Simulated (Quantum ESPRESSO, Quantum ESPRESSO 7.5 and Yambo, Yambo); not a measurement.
# LuBi2O4Cl (P4/mmm): G0W0 on several meshes in Yambo

How does the mesh move the gap of LuBi2O4Cl (P4/mmm)?

Program: Quantum ESPRESSO 7.5 and Yambo 5.3.0. Level of theory: PBEsol and many-body steps on it, plane waves. Results are calculated unless marked as measured.

## (1) Starting point

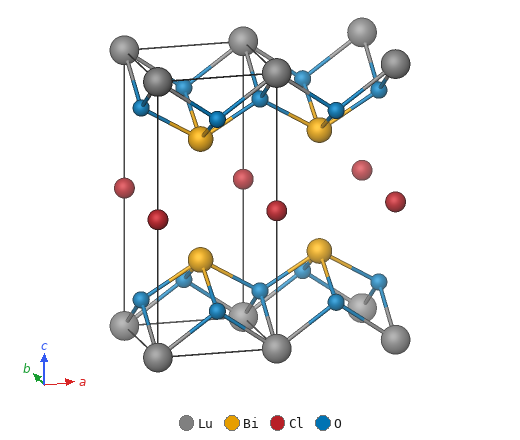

The cell as given, slightly off an axis (lutetium grey, bismuth orange, chlorine red, oxygen blue). 2×1×1 cells are drawn. Some periodic images of atoms are drawn too.

The cell and positions come from the Crystallography Open Database and are kept as given unless a step says otherwise. Spin-orbit coupling is left out unless a step names it.

## (2) Empty states on the mesh, 4×4×1 mesh, 590 bands

This step: Quantum ESPRESSO 7.5; DFT, PBEsol, plane waves, norm-conserving pseudopotentials.

The sums over transitions need many empty states on a uniform mesh; this step solves for them.

Input file pw.in:

```
&control
  calculation = 'nscf'
  prefix = 'x'
  outdir = 'o'
  pseudo_dir = 'pseudo'
/
&system
  ibrav = 0
  nat = 8
  ntyp = 4
  ecutwfc = 92.0
  nbnd = 590
  force_symmorphic = .true.
/
&electrons
  conv_thr = 1e-9
  electron_maxstep = 80
  diago_full_acc = .true.
  diago_thr_init = 5e-6
/
ATOMIC_SPECIES
  Lu 174.97 Lu.upf
  Bi 208.98 Bi.upf
  Cl 35.45 Cl.upf
  O 15.999 O.upf
CELL_PARAMETERS angstrom
  3.8232000000 0.0000000000 0.0000000000
  0.0000000000 3.8232000000 0.0000000000
  0.0000000000 0.0000000000 8.8560000000
ATOMIC_POSITIONS crystal
  Lu 0.0000000000 0.0000000000 0.0000000000
  Bi 0.5000000000 0.5000000000 0.7193000000
  Bi 0.5000000000 0.5000000000 0.2807000000
  Cl 0.0000000000 0.0000000000 0.5000000000
  O 0.5000000000 0.0000000000 0.8480000000
  O 0.0000000000 0.5000000000 0.8480000000
  O 0.5000000000 0.0000000000 0.1520000000
  O 0.0000000000 0.5000000000 0.1520000000
K_POINTS automatic
  4 4 1 0 0 0
```

On the command line:

```sh
$ OMP_NUM_THREADS=1 mpirun -n 8 pw.x -nk 4 -in pw.in > pw.out
```

Log:

```text
Program PWSCF v.7.5 starts

     This program is part of the open-source Quantum ESPRESSO suite
     for quantum simulation of materials; please cite
         "P. Giannozzi et al., J. Phys.:Condens. Matter 21 395502 (2009);
         "P. Giannozzi et al., J. Phys.:Condens. Matter 29 465901 (2017);
         "P. Giannozzi et al., J. Chem. Phys. 152 154105 (2020);
     in publications or presentations arising from this work. More details at

     Atomic positions and unit cell read from directory:
     o/x.save/

     Message from routine setup:
[...]
25.3704  26.3567  26.9738  27.0985  28.2118  28.4167  28.6416  28.8783
     [... 62 further rows ...]
   147.6990 148.1485 148.3404 148.6194 148.9764 149.1284 149.2685 149.3688
   149.4385 149.7212 150.3838 150.6067 150.9410 150.9887

          k = 0.2500 0.2500 0.0000 ( 13004 PWs)   bands (ev):

     [... further k-points ...]

     highest occupied, lowest unoccupied level (ev):    11.2274   12.3526

     XML data file, pseudopotentials, collected wavefunctions

=------------------------------------------------------------------------------=
   JOB DONE.
=------------------------------------------------------------------------------=
```

Run time: 3.2 min. Hardware: 8 MPI ranks of Arm Neoverse V1, shared host; peak memory 3.4 GiB; 25 min of CPU time.

Numbers from this step:

* gap: 1.125 eV
* k of the valence top: -0.5, -0.5, 0
* k of the conduction bottom: 0, 0, 0
* least direct gap: 1.513 eV
* k points computed: 6
* lowest point of the top converged band, above the valence top: 138.1076 eV

On this mesh the gap is 1.125 eV.

The density comes from a self-consistent run that is not shown.

## (3) Conversion and set-up

This step: Yambo 5.3.0; conversion and set-up on PBEsol, plane waves, norm-conserving pseudopotentials.

The states are converted to the many-body program's format and the q mesh is built.

On the command line:

```sh
$ (cd o/x.save; p2y > p2y.log; mv SAVE ../..); yambo > setup.log
```

Log:

```text
 Yambo, version 5.3.0

 [02] CORE Variables Setup
 =========================

  [02.01] Unit cells
  ==================

  Cell kind             :  Unknown
  Atoms in the cell     :  Lu  Bi  Cl  O
  number of Lu atoms    :  1
  number of Bi atoms    :  2
  number of Cl atoms    :  1
  number of O  atoms    :   4

  List of atomic masses
  Mass of Lu    :  174.9700
  Mass of Bi    :  208.9800
  Mass of Cl    :  35.45000
  Mass of O     :  15.99900

  List of atomic coordinates    : [cc]
  Lu1       :  0.000000  0.000000  0.000000  order 1
[...]
==========================================

 IBZ Q-points                                      :   6
 BZ  Q-points                                      :  16

 K/Q-points units:
 rlu = crystal or reduced units; cc = cartesian coordinates; iku = interal k-units

 Q [1]          [rlu]:  0.000000  0.000000  0.000000
 Q [2]          [rlu]:  0.000000  0.250000  0.000000
 Q [3]          [rlu]:  0.000000 -0.500000  0.000000
 Q [4]          [rlu]:  0.250000  0.250000  0.000000
 Q [5]          [rlu]:  0.250000 -0.500000  0.000000
 Q [6]          [rlu]: -0.500000 -0.500000  0.000000

  [03.01] X indexes
  =================

   [03.01.01] Sigma indexes
   ========================

 [06] Game Over & Game summary
```

It took 4.8 s on 1 MPI rank; peak memory 0.25 GiB.

## (4) 4×4×1

G0W0 replaces the xc potential by the self-energy, built once from these orbitals. Only a window of levels is corrected, while the sums run over the empty bands that the input names.

This step: G0W0 on PBEsol, plane waves, norm-conserving pseudopotentials.

Input file gw2.in:

```
HF_and_locXC
gw0
dyson
ppa
em1d
rim_cut
RandQpts= 1000000
RandGvec= 1 RL
EXXRLvcs= 92 Ry
VXCRLvcs= 368 Ry
Chimod= "HARTREE"
% BndsRnXp
 1 | 271 |
%
NGsBlkXp= 11.5 Ry
% LongDrXp
 1 | 1 | 1 |
%
% GbndRnge
 1 | 271 |
%
DysSolver= "n"
ExtendOut
PPAPntXp= 27.21138 eV
% QPkrange
 6 | 6 | 50 | 53 |
 1 | 1 | 50 | 53 |
%
```

On the command line:

```sh
$ OMP_NUM_THREADS=1 mpirun -n 8 yambo -F gw2.in -J gw2 -C gw2 > gw2.log
```

Log:

```text
 Yambo, version 5.3.0

 [02] CORE Variables Setup
 =========================

  [... cell, symmetries and grids as in the set-up ...]

  [02.05] Energies & Occupations
  ==============================

  [X] === General ===
  [X] Electronic Temperature                        :  0.000000  0.000000 [eV K]
  [X] Bosonic    Temperature                        :  0.000000  0.000000 [eV K]
  [X] Finite Temperature mode                       : no
  [X] El. density                                   :  0.78797E+24 [cm-3]
  [X] Fermi Level                                   :  11.22736 [eV]

  [X] === Gaps and Widths ===
  [X] Conduction Band Min                           :  1.125207 [eV]
  [X] Valence Band Max                              :  0.000000 [eV]
  [X] Filled Bands                                  :   51
  [X] Empty Bands                                   :    52   590
  [X] Direct Gap                                    :  1.513456 [eV]
  [X] Direct Gap localized at k                     :  1
  [X] Indirect Gap                                  :  1.125207 [eV]
  [X] Indirect Gap between kpts                     :   6   1
  [X] Last valence band width                       :  0.786197 [eV]
  [X] 1st conduction band width                     :  2.661999 [eV]

 [03] Transferred momenta grid and indexing
 ==========================================

 IBZ Q-points                                      :   6
 BZ  Q-points                                      :  16

 K/Q-points units:
 rlu = crystal or reduced units; cc = cartesian coordinates; iku = interal k-units

 Q [1]          [rlu]:  0.000000  0.000000  0.000000
 Q [2]          [rlu]:  0.000000  0.250000  0.000000
 Q [3]          [rlu]:  0.000000 -0.500000  0.000000
 Q [4]          [rlu]:  0.250000  0.250000  0.000000
 Q [5]          [rlu]:  0.250000 -0.500000  0.000000
 Q [6]          [rlu]: -0.500000 -0.500000  0.000000

 [04] Coloumb potential Random Integration (RIM)
 ===============================================

  [04.01] RIM initialization
  ==========================

  * Diagonal components only detected *

  8 x (sBL volume)        :  0.141978 [a.u.]
  sBZ random points       :  1000000
  Points outside the sBZ  :   7992674
  RL volume               :  0.283956 [a.u.]
  Integrated volume       :  0.284216 [a.u.]

  [04.02] RIM integrals
  =====================

  Gamma point sphere radius             :  0.094629 [a.u.]
  Points outside the sphere             :   799651
  [Int_sBZ(q=0) 1/q^2]*(Vol_sBZ)^(-1/3) =:  7.425606
                                 should be <:  7.795600

  Summary of Coulomb integrals for non-metallic bands |Q|[au] RIM/Bare

  Q [1] 0.100000E-4 0.952538 * Q [2] 0.217417 0.906566
  Q [4] 0.307474 0.966048 * Q [3] 0.434834 0.977944
  Q [5] 0.486160 0.984476 * Q [6] 0.614949 0.990485

 [WARNING] [Xp] User bands 1-271 break level degeneracy

 [05] Dipoles
 ============

  [05.01] Setup: observables and procedures
  =========================================

  [WARNING] [x,Vnl] slows the Dipoles computation. To neglect it rename the ns.kb_pp file

 [06] Dynamic Dielectric Matrix (PPA)
 ====================================

 [SLK-Inversion]  Pools        :  2
 [SLK-Inversion]  BLACS grid   :  2  2

 [WR./gw2//ndb.pp]---------------------------------------------------------------
  Brillouin Zone Q/K grids (IBZ/BZ)                :   6  16   6  16
  RL vectors                                       :  15651 [WF]
  Coulomb cutoff potential                         : none
  Electronic Temperature                           :  0.000000 [K]
  Bosonic    Temperature                           :  0.000000 [K]
  PPA    diel. fun.  energies                      : Perdew, Burke & Ernzerhof SOL(X)+Perdew, Burke & Ernzerhof SOL(C)
  wavefunctions                                    : Perdew, Burke & Ernzerhof SOL(X)+Perdew, Burke & Ernzerhof SOL(C)
  Global Gauge                                     : length
  X matrix size                                    :   591
  X band range                                     :    1  271
  X e/h energy range                               : -1.000000 -1.000000 [eV]
  X Time ordering                                  : R
  X Hxc Kernel                                     : HARTREE
  X Drude frequency                                :  0.000000  0.000000
  X poles                                          :  100.0000 [o/o]
  RL vectors in the sum                            :  15651
  [r,Vnl] included                                 : yes
  Field direction                                  :  0.577350E-5  0.577350E-5  0.577350E-5
  BZ energy Double Grid                            : no
  BZ energy DbGd points                            : 0
  BZ Q point size factor                           : -1.000000
  X Optical Averaged directions                    : none

 [07] Local Exchange-Correlation + Non-Local Fock
 ================================================

 [VXC] Plane waves :  104163
 [EXS] Plane waves :  13003

 QP @ state[ 1 ] K range:  1  1
 QP @ state[ 1 ] b range:   50   53
 QP @ state[ 2 ] K range:   6   6
 QP @ state[ 2 ] b range:   50   53

 [xc] Functional : Perdew, Burke & Ernzerhof SOL(X)+Perdew, Burke & Ernzerhof SOL(C)
 [xc] LIBXC used to calculate xc functional
  PP Number of Atomic Species                      :   4
  NLCC RL compoments                               :  104163
  PP Number of Atomic Species                      :   4
  NLCC RL compoments                               :  104163

 [xc] E_xc :  -71.31147 [Ha]
      E_xc :  -142.6229 [Ry]

  Local XC kind (lXC) : Perdew, Burke & Ernzerhof SOL(X)+Perdew, Burke & Ernzerhof SOL(C)
  Non-Local XC kind (nlXC) : Hartree-Fock

  Corrections @ K [1] :  [eV]
 <50|nlXC|50> = -26.42748  0.21935E-16 <50|lXC|50> = -21.78628  0.37763E-15
 <51|nlXC|51> = -23.72651 -0.33173E-17 <51|lXC|51> = -20.09624  0.000000
 <52|nlXC|52> = -8.227579 -0.28915E-17 <52|lXC|52> = -12.12347  0.18882E-15
 <53|nlXC|53> = -9.006582  0.24086E-17 <53|lXC|53> = -13.47468  0.000000

  Corrections @ K [6] :  [eV]
 <50|nlXC|50> = -24.58848 -0.20225E-16 <50|lXC|50> = -20.35511 -0.18882E-15
 <51|nlXC|51> = -27.10154  0.29056E-17 <51|lXC|51> = -22.59797 -0.18882E-15
 <52|nlXC|52> = -9.954057 -0.38323E-17 <52|lXC|52> = -14.04053 -0.47204E-16
 <53|nlXC|53> = -9.954412  0.85527E-18 <53|lXC|53> = -14.04053  0.47204E-16

  [07.01] Hartree-Fock occupations report
  =======================================

  [Hartree-Fock] === General ===
  [Hartree-Fock] Electronic Temperature             :  0.000000  0.000000 [eV K]
  [Hartree-Fock] Bosonic    Temperature             :  0.000000  0.000000 [eV K]
  [Hartree-Fock] Finite Temperature mode            : no
  [Hartree-Fock] El. density                        :  0.78797E+24 [cm-3]
  [Hartree-Fock] Fermi Level                        :  11.22736 [eV]

  [Hartree-Fock] === Gaps and Widths ===
  [Hartree-Fock] Conduction Band Min                :  2.775113 [eV]
  [Hartree-Fock] Valence Band Max                   : -0.369601 [eV]
  [Hartree-Fock] Filled Bands                       :   51
  [Hartree-Fock] Empty Bands                        :    52   590
  [Hartree-Fock] Direct Gap                         :  3.321844 [eV]
  [Hartree-Fock] Direct Gap localized at k          :  2
  [Hartree-Fock] Indirect Gap                       :  3.144713 [eV]
  [Hartree-Fock] Indirect Gap between kpts          :  2  3
  [Hartree-Fock] Last valence band width            :  4.133965 [eV]
  [Hartree-Fock] 1st conduction band width          :  4.978978 [eV]

 [08] Dyson equation: Newton solver
 ==================================

  [08.01] G0W0 (W PPA)
  ====================

  [  GW  ] Bands range     :    1  271
  [GW/PPA] G damping       :  0.100000 [eV]

  QP @ state[ 1 ] K range:  1  1
  QP @ state[ 1 ] b range:   50   53
  QP @ state[ 2 ] K range:   6   6
  QP @ state[ 2 ] b range:   50   53

   Sc/G bands                                       :    1  271
   Sc/G damping                                     :  0.100000 ev
   Sc bands terminator                              : no
   Sx RL components                                 :  13003

   QP @ state[ 1 ] K range                          :  1  1
   QP @ state[ 1 ] b range                          :   50   53
   QP @ state[ 2 ] K range                          :   6   6
   QP @ state[ 2 ] b range                          :   50   53
   GF energies kind                                 : Perdew, Burke & Ernzerhof SOL(X)+Perdew, Burke & Ernzerhof SOL(C)
   GF WF`s kind                                     : Perdew, Burke & Ernzerhof SOL(X)+Perdew, Burke & Ernzerhof SOL(C)
   Xs energies kind                                 : Perdew, Burke & Ernzerhof SOL(X)+Perdew, Burke & Ernzerhof SOL(C)
   Xs WF`s kind                                     : Perdew, Burke & Ernzerhof SOL(X)+Perdew, Burke & Ernzerhof SOL(C)

 [11] Game Over & Game summary
```

Run time: 4.9 min. Hardware: 8 MPI ranks; peak memory 7.4 GiB.

This step gave:

| Item | Value |
| --- | --- |
| G0W0 gap on the points computed | 1.286 eV |
| starting gap on the mesh | 1.125 eV |
| k of the valence top | -0.5, -0.5, 0 |
| k of the conduction bottom | 0, 0, 0 |
| least direct G0W0 gap on the computed points | 1.984 eV |
| Z at the valence top | 0.7766 |
| Z at the conduction bottom | 0.8394 |

The gap on the mesh goes from 1.13 eV to 1.29 eV, a correction of +0.16 eV.

## (5) Empty states on the mesh, 2×2×1 mesh, 271 bands

This step: Quantum ESPRESSO 7.5; DFT, PBEsol, plane waves, norm-conserving pseudopotentials.

Changes to pw.in since step 2:

```diff
@@ -11,3 +11,3 @@
   ecutwfc = 92.0
-  nbnd = 590
+  nbnd = 271
   force_symmorphic = .true.
@@ -39,2 +39,2 @@
 K_POINTS automatic
-  4 4 1 0 0 0
+  2 2 1 0 0 0
```

On the command line:

```sh
$ OMP_NUM_THREADS=1 mpirun -n 8 pw.x -nk 4 -in pw.in > pw.out
```

Log:

```text
[banner, memory and clock lines left out]
Program PWSCF v.7.5 starts

     Atomic positions and unit cell read from directory:
     o/x.save/

     Message from routine setup:
     using ibrav=0 with symmetry is DISCOURAGED, use correct ibrav instead

     Message from routine divide_et_impera:
     suboptimal parallelization: some nodes have no k-points

     bravais-lattice index     =            0
     lattice parameter (alat)  =       7.2248  a.u.
     unit-cell volume          =     873.5510 (a.u.)^3
     number of atoms/cell      =            8
[...]
[... 22 further rows ...]
[...]
82.2520  82.7960  83.3612  83.4299  83.4379  83.4426  84.3505

          k =-0.5000-0.5000 0.0000 ( 13048 PWs)   bands (ev):

  -141.4544-141.4544 -79.4995 -79.4994 -79.4811 -79.4811 -79.4811 -79.4811
[...]
26.2153  26.6849  26.7394  26.8050  26.9013  26.9013  28.3483  28.6506
     [... 22 further rows ...]
    81.5883  81.7103  81.7103  81.7949  81.7949  82.4792  82.7914  82.9237
    83.1331  83.1331  83.5252  83.8222  83.8222  83.8854  83.8854

     highest occupied, lowest unoccupied level (ev):    11.2274   12.3526

     XML data file, pseudopotentials, collected wavefunctions
```

Wall time 31 s (8 MPI ranks); peak memory 1.4 GiB.

Numbers from this step:

```
gap                                                           : 1.125 eV
k of the valence top                                          : -0.5, -0.5, 0
k of the conduction bottom                                    : 0, 0, 0
least direct gap                                              : 1.513 eV
k points computed                                             : 3
lowest point of the top converged band, above the valence top : 72.6580 eV
```

On this mesh the gap is 1.125 eV.

(Part 1 of 2 ends here.)

[Paths, hosts, dates, memory and timing lines, banners, echoed tables and standing remarks are left out of the program output.]

[Logs are printed without paths, hosts, clocks, repeated set-up lines and the standing remarks that a program may print on its own settings, such as how far it seeks lower states.]

[Runs of the session that timed out or met a known fault of the program may be left out.]

[Hosts, paths, dates, database ids (printed as entryN), source tags and the programs' standing remarks are cut or masked in the printed files.]
